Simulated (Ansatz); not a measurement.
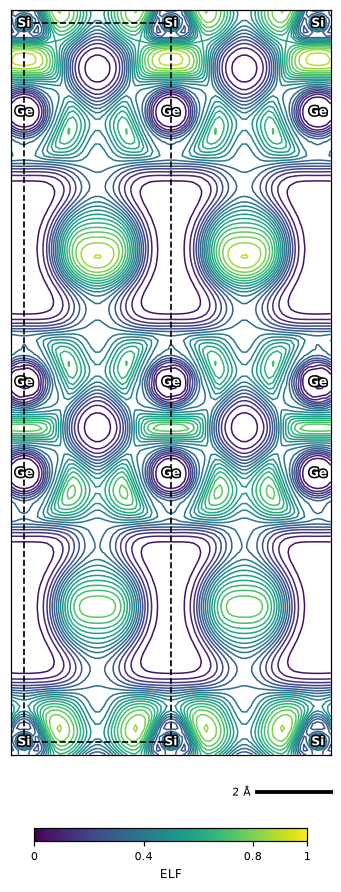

The picture shows: SiGe3. Electron localisation function on the (010) plane of the conventional cell.

Space group R3m; started from the ordered alloy on diamond lattice prototype, which need not be the ambient phase.

Computed with DFT, r2SCAN, plane waves, PAW (Ansatz).

Core electrons are frozen (PAW), and the valence fields are smoothed inside the atomic spheres.

Input file:

```
crystal:
  lattice:
    - [1.9838896617, 1.1453992303, 6.4671925848]
    - [-1.9838896617, 1.1453992303, 6.4671925848]
    - [0.0, -2.2907984605, 6.4671925848]
  atoms:
    - { symbol: Si, position: [1.0000856422, 8.56422e-05, 8.56422e-05] }
    - { symbol: Ge, position: [0.5000462097, 0.5000462097, 0.5000462097] }
    - { symbol: Ge, position: [0.3734068851, 0.3734068851, 0.3734068851] }
    - { symbol: Ge, position: [0.8764612631, 0.8764612631, 0.8764612631] }
kpoints:
  mp_grid: { grid: [6, 6, 6] }
hamiltonian:
  xc: r2scan
scf:
  occupations: { method: fixed }
  n_extra_bands: 5
output:
  forces: true
  stress: true
  eigenvalues: true
  write_density: true
  write_potential: true
  elf: true
  volumetric_format: npy
```

Command:

```sh
ansatz run input.yaml --threads 4 --pin off --max-ram 3686MiB --backend cpu --events-out ev --progress --plain --runs-dir out
```

Below, planes, directions and counts refer to the conventional cell (a = 3.97 Å, b = 3.97 Å, c = 19.40 Å, α = 90.00°, β = 90.00°, γ = 120.00°).

**Read the bonding off the picture.**

The section cuts through Si and Ge sites.
Si–Ge (2.40 Å): the ELF peaks at about 0.95 between the atoms (a shared electron pair).
Ge–Ge (2.46 Å): the ELF peaks at about 0.80 between the atoms, as expected for a covalent bond.
